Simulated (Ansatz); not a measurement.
**One shape, several levels: [BPH4]− (SMILES [BH2-]P)**

Aim: a comparison of 6 runs (UHF/STO-3G, U-revPBE/STO-3G, UBHLYP/STO-3G, UCAM-B3LYP/STO-3G, UPBE0/STO-3G, UCCSDT(Q)/STO-3G) of [BPH4]−. 

The calculation is run with Ansatz 0.2.0.

## 1. Starting point

[BPH4]−: 6 atoms, total charge -1, spin state doublet. SMILES: `[BH2-]P`. The H4–B1 distance was set to 2.975 Å, away from the relaxed value. At this shape a bond of the SMILES string is far longer than usual.

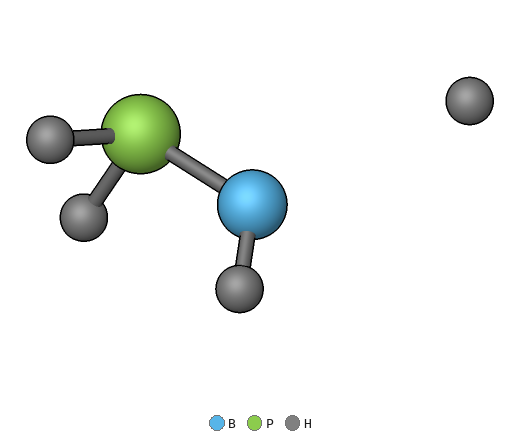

Viewed from a chosen angle; boron blue, phosphorus green, hydrogen grey.

## 2. The energy at UHF/STO-3G (run 1)

Contents of molecule.yaml:

```yaml
basis:
  gaussian: {orbitals: STO-3G}
crystal:
  periodic: [false, false, false]
  atoms:
    - symbol: B
      position_ang: [-1.185472, 0.338877, 0.240904]
    - symbol: P
      position_ang: [-0.649302, 2.102757, 0.234624]
    - symbol: H
      position_ang: [-2.318622, 0.016727, 0.441644]
    - symbol: H
      position_ang: [0.887520, -1.733390, -0.266300]
    - symbol: H
      position_ang: [-1.665792, 2.796997, -0.512136]
    - symbol: H
      position_ang: [-1.287342, 2.694867, 1.382874]
total_charge: -1
magnetization: {spin_polarized: true, initial_magnetization: 1}
hamiltonian: {xc: hf}
accuracy: high
```

On the command line:

```sh
ansatz run molecule.yaml --threads 1 --pin off --max-ram 2610MiB --events-out events.jsonl --progress --plain --runs-dir runs
```

The program printed:

```text
Warning: RAYON_NUM_THREADS=1 ignored (pool sized by the plan → 1); use --threads N
Functional definition: HF
  name "HF"
  exchange = exact_x
  correlation = 0
309 factors; integrals over basis functions are off by at most 2.9e-8 eV
mean field evaluation 1: about -9878.0088 eV, gradient 9.7e0 eV
mean field evaluation 2: about -9878.0483 eV, gradient 9.7e0 eV
mean field evaluation 4: about -9880.3659 eV, gradient 2.2e0 eV
mean field evaluation 8: about -9881.1250 eV, gradient 4.0e-1 eV
mean field evaluation 16: about -9882.2373 eV, gradient 7.5e-1 eV
mean field evaluation 32: about -9883.2242 eV, gradient 3.2e-4 eV
mean field evaluation 64: about -9881.6853 eV, gradient 2.6e-1 eV
mean field -9883.26371458 eV, -363.2032423941 hartree, gradient 2.8e-8 eV, S^2 1.731904; 2 other end points of the search recorded, 0 dependent functions left out
reference -9883.26371458 eV, -363.2032423941 hartree; 13, 12 occupied and 5, 6 virtual orbitals, 309 factors
Total energy: -9883.26371458 eV, -363.2032423941 hartree
```

Run time: 0.32 s. Hardware: 1 thread of Intel Xeon Platinum 8259CL at 2.50GHz (Skylake/Cascade Lake), shared host.

## 3. A single-point energy at U-revPBE/STO-3G (run 2)

Edit molecule.yaml of step 2 so:

```diff
@@ -1,3 +1,4 @@
 basis:
-  gaussian: {orbitals: STO-3G}
+  gaussian:
+    orbitals: STO-3G
 crystal:
@@ -18,4 +19,7 @@
 total_charge: -1
-magnetization: {spin_polarized: true, initial_magnetization: 1}
-hamiltonian: {xc: hf}
+magnetization:
+  spin_polarized: true
+  initial_magnetization: 1
+hamiltonian:
+  xc: {name: revPBE}
 accuracy: high
```

On the command line:

```sh
ansatz run molecule.yaml --threads 1 --pin off --max-ram 2610MiB --events-out events.jsonl --progress --plain --runs-dir runs
```

The program printed:

```text
Warning: RAYON_NUM_THREADS=1 ignored (pool sized by the plan → 1); use --threads N
Functional definition: revPBE
  name "revPBE"
  parameter kappa = 1.245
  parameter beta = 0.06672455060314922
  exchange = pbe_x(kappa = kappa, mu = beta*pi^2/3)
  correlation = pbe_c(beta = beta)
309 factors; integrals over basis functions are off by at most 2.9e-8 eV
mean field evaluation 1: about -9898.1911 eV, gradient 1.4e1 eV
mean field evaluation 2: about -9879.8366 eV, gradient 2.0e1 eV
mean field evaluation 4: about -9883.4805 eV, gradient 1.5e1 eV
mean field evaluation 8: about -9899.4057 eV, gradient 7.5e0 eV
mean field evaluation 16: about -9903.5140 eV, gradient 1.4e-3 eV
mean field evaluation 32: about -9903.5022 eV, gradient 6.9e-1 eV
mean field evaluation 64: about -9902.7656 eV, gradient 6.9e0 eV
mean field -9903.92441717 eV, -363.9625092099 hartree, gradient 2.1e-8 eV, S^2 1.344132; 8 other end points of the search recorded, 0 dependent functions left out
reference -9903.92441978 eV, -363.9625093058 hartree; 13, 12 occupied and 5, 6 virtual orbitals, 309 factors
Total energy: -9903.92441978 eV, -363.9625093058 hartree
```

Run time: 6.3 s. Hardware: 1 thread of Intel Xeon Platinum 8259CL at 2.50GHz (Skylake/Cascade Lake), shared host; peak memory 0.14 GiB.

Runs 3 to 5 aren't shown in full; the table further down has their settings and results.

## 4. The energy at UCCSDT(Q)/STO-3G (run 6)

Contents of in.yaml:

```yaml
crystal:
  periodic: [false, false, false]
  atoms:
    - {symbol: B, position_ang: [-1.185472, 0.338877, 0.240904]}
    - {symbol: P, position_ang: [-0.649302, 2.102757, 0.234624]}
    - {symbol: H, position_ang: [-2.318622, 0.016727, 0.441644]}
    - {symbol: H, position_ang: [0.887520, -1.733390, -0.266300]}
    - {symbol: H, position_ang: [-1.665792, 2.796997, -0.512136]}
    - {symbol: H, position_ang: [-1.287342, 2.694867, 1.382874]}
basis:
  gaussian:
    orbitals: STO-3G
total_charge: -1
magnetization:
  spin_polarized: true
  initial_magnetization: 1
correlation:
  method: ccsdt_q
  frozen_orbitals: {B: 1, H: 0, P: 5}
accuracy: high
scf:
  omitted_lower_state_checks: [cluster_reference, increment]
```

On the command line:

```sh
ansatz run in.yaml --threads 1 --pin off --max-ram 2610MiB --events-out events.jsonl --progress --plain --runs-dir runs
```

The program printed:

```text
Warning: RAYON_NUM_THREADS=1 ignored (pool sized by the plan → 1); use --threads N
[... 15 lines left out ...]
6 core orbitals not correlated: weight in the atoms' cores, before any rotation towards them, 1.000 or more for the frozen orbitals, at most 0.000 for the correlated occupied ones
[... 60 lines left out ...]
Total energy: -9885.50595267 eV, -363.2856431239 hartree
Checks for a lower state left out: cluster_reference, increment
```

Wall time 2.1 s (1 thread of Intel Xeon Platinum 8259CL at 2.50GHz (Skylake/Cascade Lake), shared host); peak memory 0.1 GiB.

## 5. All runs side by side

```csv
run,level,frozen core orbitals,energy (Eh),⟨S²⟩,wall time
1,UHF/STO-3G,–,-363.203242,1.732,0.32 s
2,U-revPBE/STO-3G,–,-363.962509,1.344,6.3 s
3,UBHLYP/STO-3G,–,-363.995646,1.533,5.1 s
4,UCAM-B3LYP/STO-3G,–,-363.967912,1.477,6.6 s
5,UPBE0/STO-3G,–,-363.854517,1.469,5.7 s
6,UCCSDT(Q)/STO-3G,6,-363.285643,1.732,2.1 s
```

## 6. What came out

| quantity | value |
| --- | --- |
| run 6: total energy | -363.28564 Eh |
| run 6: correlation energy (6 core orbitals frozen) | -82.4 mEh |
| run 6: ⟨S²⟩ of the reference determinant | 1.732 |
| run 6: T1 diagnostic | 0.032 |

What this shows: Totals of different functionals can't be ranked against each other. In runs 1, 2, 3, 4, 5, 6 the basis is minimal, so the values are rough. Spin contamination of the reference: run 1 ⟨S²⟩ = 1.73, run 6 ⟨S²⟩ = 1.73, run 3 ⟨S²⟩ = 1.53, run 4 ⟨S²⟩ = 1.48, run 5 ⟨S²⟩ = 1.47, run 2 ⟨S²⟩ = 1.34. Where it is this large, the reference is a mixture of spin states, and values that rest on it are in doubt. All runs together took 26 s, the longest 6.6 s.
